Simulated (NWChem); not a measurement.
# SO2F2 (SMILES O=S(=O)(F)F) at 4 levels

Wanted: a comparison of 4 runs (HF/STO-3G, HF/3-21G, B3LYP/6-31G*) of SO2F2. 

The results are computed with NWChem 7.3.0.

3 further runs of the same task are left out: 3 that didn't finish.

### 1 The system as given

SO2F2: 5 atoms, total charge 0, spin state singlet. As SMILES, `O=S(=O)(F)F`. The coordinates come from a PBE0-D4/def2-TZVP relaxation.

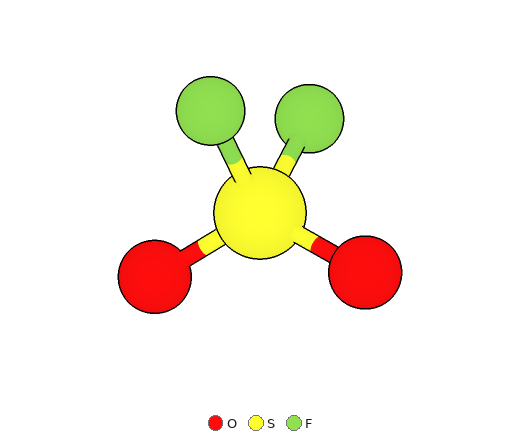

The structure, seen from a chosen angle (oxygen red, sulfur yellow, fluorine green).

### 2 Energy and gradient at HF/STO-3G (run 1)

File work.xyz:

```xyz
5
F2O2S hf
O     -0.388200    -0.151100     1.421700
S      0.070900    -0.096900     0.095900
O      1.129600    -0.862200    -0.418700
F     -1.140900    -0.267600    -0.837400
F      0.328600     1.377800    -0.261400
```

File work.nw:

```
start work
title "F2O2S hf"
memory stack 880 mb heap 220 mb global 1100 mb
charge 0

geometry units angstrom noautosym nocenter noautoz
load format xyz work.xyz
end

basis spherical bse
* library STO-3G
end

scf
thresh 1e-08
maxiter 80
end

task scf gradient
```

On the command line:

```sh
nwchem work.nw > work.out
```

Standard output:

```text
[...]
  functions       =    29
[...]
  wavefunction    = RHF
[...]
         Total SCF energy =   -736.447246956773
      One-electron energy =  -1604.669118280981
      Two-electron energy =    576.385769034993
 Nuclear repulsion energy =    291.836102289215
        Time for solution =      0.8s
[...]
                         RHF ENERGY GRADIENTS
    atom               coordinates                        gradient
                 x          y          z           x          y          z
   1 O      -0.733592  -0.285538   2.686623    0.078470   0.007605  -0.221890
   2 S       0.133982  -0.183114   0.181225    0.024682  -0.033768   0.033307
   3 O       2.134634  -1.629322  -0.791228   -0.177332   0.127472   0.088255
   4 F      -2.155988  -0.505691  -1.582457    0.089319   0.007804   0.070651
   5 F       0.620964   2.603664  -0.493974   -0.015138  -0.109113   0.029677
[...]
```

It took 1.6 s on 1 thread of AMD EPYC 9R45 (Zen 5), shared host; peak memory 0.099 GiB.

### 3 Energy and forces at HF/3-21G (run 2)

File struct.nw:

```
start struct
memory 2200 mb

geometry noautosym nocenter noautoz
O     -0.388200    -0.151100     1.421700
S      0.070900    -0.096900     0.095900
O      1.129600    -0.862200    -0.418700
F     -1.140900    -0.267600    -0.837400
F      0.328600     1.377800    -0.261400
end

basis spherical bse
* library 3-21G
end

scf
nopen 0
rhf
thresh 1e-08
maxiter 80
noprint "final vectors analysis"
end

task scf gradient
```

On the command line:

```sh
nwchem struct.nw > struct.out
```

Standard output:

```text
[...]
  functions       =    49
[...]
  wavefunction    = RHF
[...]
         Total SCF energy =   -741.948966125627
      One-electron energy =  -1604.974173382151
      Two-electron energy =    571.189104967310
 Nuclear repulsion energy =    291.836102289215
        Time for solution =      0.8s
[...]
                         RHF ENERGY GRADIENTS
    atom               coordinates                        gradient
                 x          y          z           x          y          z
   1 O      -0.733592  -0.285538   2.686623    0.058892   0.006805  -0.169676
   2 S       0.133982  -0.183114   0.181225    0.032745  -0.044779   0.044196
   3 O       2.134634  -1.629322  -0.791228   -0.135558   0.097931   0.066079
   4 F      -2.155988  -0.505691  -1.582457    0.052599   0.004307   0.041726
   5 F       0.620964   2.603664  -0.493974   -0.008677  -0.064264   0.017675
[...]
```

It took 1.6 s on 1 thread of AMD EPYC 9R45 (Zen 5), shared host; peak memory 0.1 GiB.

### 4 Energy and gradient at B3LYP/6-31G(d) (spherical functions) (run 3)

File run.nw:

```
start run
memory total 2200 mb
charge 0
geometry units angstrom noautosym nocenter noautoz
  O     -0.388200    -0.151100     1.421700
  S      0.070900    -0.096900     0.095900
  O      1.129600    -0.862200    -0.418700
  F     -1.140900    -0.267600    -0.837400
  F      0.328600     1.377800    -0.261400
end
basis spherical bse
  * library 6-31G*
end
dft
  xc b3lyp
  mult 1
  grid xfine
  convergence energy 1e-08
  maxiter 100
  mulliken
  print medium
end
task dft gradient
```

On the command line:

```sh
nwchem run.nw > run.out
```

Standard output:

```text
[...]
          Wavefunction type:  closed shell.
          No. of atoms     :     5
          No. of electrons :    50
[...]
          Charge           :     0
          Spin multiplicity:     1
[...]
          AO basis - number of functions:    74
[...]
              XC Information
              --------------
                         B3LYP Method XC Potential
                     Hartree-Fock (Exact) Exchange  0.200
                        Slater Exchange Functional  0.800 local
                    Becke 1988 Exchange Functional  0.720 non-local
              Lee-Yang-Parr Correlation Functional  0.810
                  VWN I RPA Correlation Functional  0.190 local
[...]
 d= 0,ls=0.0,diis     1   -747.9790830693 -1.04D+03  3.37D-02  2.35D+00     1.3
[...]
 d= 0,ls=0.0,diis     8   -748.2253007517 -1.48D-09  1.35D-06  1.44D-08     8.4
         Total DFT energy =     -748.225300751700
      One electron energy =    -1612.768740815402
           Coulomb energy =      636.703624617537
    Exchange-Corr. energy =      -63.996286843050
 Nuclear repulsion energy =      291.836102289215
[...]
      Total Density - Mulliken Population Analysis
     ---------------------------------------------
    Atom       Charge   Shell Charges
 -----------   ------   -------------------------------------------------------
    1 O    8     8.41   2.00  0.94  2.87  0.92  1.64  0.04
    2 S   16    14.64   2.00  1.99  5.97  1.19  2.45 -0.08  0.36  0.75
    3 O    8     8.41   2.00  0.94  2.87  0.92  1.64  0.04
    4 F    9     9.27   2.00  0.95  3.31  1.02  1.98  0.02
    5 F    9     9.27   2.00  0.95  3.31  1.02  1.98  0.02
[...]
  wavefunction    = closed shell
                         DFT ENERGY GRADIENTS
    atom               coordinates                        gradient
                 x          y          z           x          y          z
   1 O      -0.733592  -0.285538   2.686623    0.015302   0.001722  -0.043975
   2 S       0.133982  -0.183114   0.181225   -0.002742   0.003732  -0.003779
   3 O       2.134634  -1.629322  -0.791228   -0.035155   0.025381   0.017196
   4 F      -2.155988  -0.505691  -1.582457    0.027925   0.003189   0.021809
   5 F       0.620964   2.603664  -0.493974   -0.005330  -0.034024   0.008749
[...]
```

Run time: 12 s. Hardware: 1 thread of AMD EPYC 9R45 (Zen 5), shared host; peak memory 0.13 GiB.

### 5 Energy and forces at B3LYP/6-31G(d) (Cartesian functions) (run 4)

File nw.nw:

```
start nw
title "F2O2S"
memory total 2200 mb
charge 0

geometry units angstroms noautosym nocenter noautoz
  O       -0.388200      -0.151100       1.421700
  S        0.070900      -0.096900       0.095900
  O        1.129600      -0.862200      -0.418700
  F       -1.140900      -0.267600      -0.837400
  F        0.328600       1.377800      -0.261400
end

basis
  O library 6-31G*
  S library 6-31G*
  F library 6-31G*
end

dft
  xc b3lyp
  grid xfine
  convergence energy 1e-08
  iterations 100
  mulliken
  print medium
end

task dft gradient
```

On the command line:

```sh
nwchem nw.nw > nw.out
```

Standard output:

```text
[...]
          Wavefunction type:  closed shell.
          No. of atoms     :     5
          No. of electrons :    50
[...]
          Charge           :     0
          Spin multiplicity:     1
[...]
          AO basis - number of functions:    79
[...]
              XC Information
              --------------
                         B3LYP Method XC Potential
                     Hartree-Fock (Exact) Exchange  0.200
                        Slater Exchange Functional  0.800 local
                    Becke 1988 Exchange Functional  0.720 non-local
              Lee-Yang-Parr Correlation Functional  0.810
                  VWN I RPA Correlation Functional  0.190 local
[...]
 d= 0,ls=0.0,diis     1   -747.9846391321 -1.04D+03  3.71D-02  2.48D+00     1.4
[...]
 d= 0,ls=0.0,diis     8   -748.2328466268 -1.55D-09  1.35D-06  1.70D-08     9.1
         Total DFT energy =     -748.232846626799
      One electron energy =    -1612.712825402337
           Coulomb energy =      636.602369166013
    Exchange-Corr. energy =      -63.958492679690
 Nuclear repulsion energy =      291.836102289215
[...]
      Total Density - Mulliken Population Analysis
     ---------------------------------------------
    Atom       Charge   Shell Charges
 -----------   ------   -------------------------------------------------------
    1 O    8     8.41   1.99  0.94  2.88  0.94  1.63  0.03
    2 S   16    14.71   2.00  1.99  5.97  1.29  2.46 -0.05  0.42  0.64
    3 O    8     8.41   1.99  0.94  2.88  0.94  1.63  0.03
    4 F    9     9.24   1.99  0.97  3.31  0.91  1.97  0.08
    5 F    9     9.24   1.99  0.97  3.31  0.91  1.97  0.08
[...]
  wavefunction    = closed shell
                         DFT ENERGY GRADIENTS
    atom               coordinates                        gradient
                 x          y          z           x          y          z
   1 O      -0.733592  -0.285538   2.686623    0.015131   0.001730  -0.043559
   2 S       0.133982  -0.183114   0.181225   -0.002391   0.003253  -0.003304
   3 O       2.134634  -1.629322  -0.791228   -0.034822   0.025152   0.017000
   4 F      -2.155988  -0.505691  -1.582457    0.027332   0.003161   0.021330
   5 F       0.620964   2.603664  -0.493974   -0.005249  -0.033296   0.008534
[...]
```

Run time: 12 s. Hardware: 1 thread of AMD EPYC 9R45 (Zen 5), shared host; peak memory 0.13 GiB.

### 6 All runs side by side

```csv
run,level,iteration cap,module,energy (Eh),dipole moment (D),HOMO energy (eV),LUMO energy (eV),wall time
1,HF/STO-3G,80,scf,-736.447247,1.44,-9.68,9.47,1.6 s
2,HF/3-21G,80,scf,-741.948966,1.06,–,–,1.6 s
3,B3LYP/6-31G* (spherical functions),100,dft,-748.225301,1.18,-9.96,0.14,12 s
4,B3LYP/6-31G* (Cartesian functions),100,dft,-748.232847,1.18,-9.98,0.13,12 s
```

### 7 What came out

| quantity | value |
| --- | --- |
| run 4: total energy | -748.23285 Eh |
| run 4: dipole moment | 1.18 D |
| run 4: HOMO energy | -9.98 eV |
| run 4: LUMO energy | 0.13 eV |
| run 4: HOMO–LUMO gap | 10.11 eV |
| run 4: largest force on an atom | 2.376 eV/Å |

**Reading.** The dipole moment (its size) runs from 1.06 D (HF/3-21G) to 1.44 D (HF/STO-3G). Over runs 1, 3, 4 the HOMO–LUMO gap runs from 10.11 eV (B3LYP/6-31G*) to 19.14 eV (HF/STO-3G). The two ends differ in method and basis. In run 1 the basis is minimal, so the values are rough. All runs together took 27 s, the longest 12 s.
